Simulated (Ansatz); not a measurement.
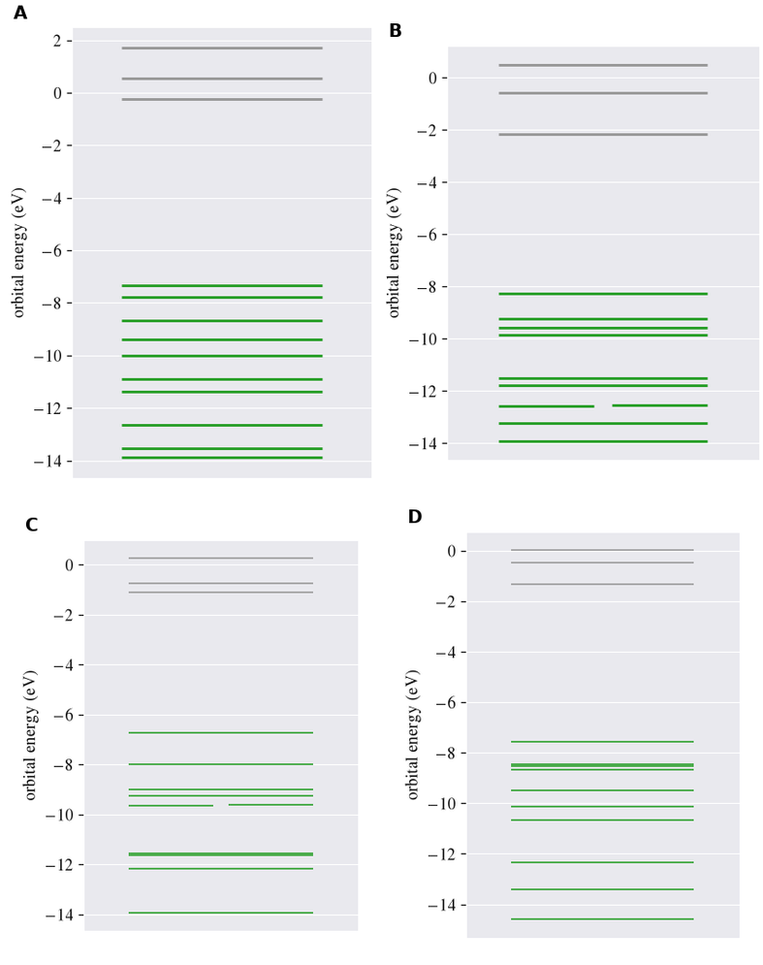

Kohn-Sham orbital energies near the frontier, HSE06/def2-TZVPP, the Ansatz code, at a PBE0-D4/def2-TZVP geometry (a minimum by its frequencies), isolated molecule; empty levels in grey, levels within 0.03 eV side by side.

**Pair each panel with its molecule.**
1. C₂H₆OSi₂, SMILES [SiH3]C1=C[SiH2]O1
2. C₂H₆O₂Si, SMILES C1OC[SiH2]O1
3. SnNH₄OCl, SMILES [NH2][Sn@H]([OH])[Cl], singlet
4. CH₅BF₂Si, SMILES B[C@@H](F)[SiH2]F

A: 2 (HOMO −7.33 eV, LUMO −0.23 eV)
B: 4 (HOMO −8.28 eV, LUMO −2.18 eV)
C: 1 (HOMO −6.73 eV, LUMO −1.12 eV)
D: 3 (HOMO −7.56 eV, LUMO −1.33 eV)

Caveats, for all or some of the runs: core potentials past krypton; empty levels above zero depend strongly on the basis; one conformer of a flexible molecule; spin-orbit coupling is left out, and with Sn it can shift these levels and split any degenerate set.
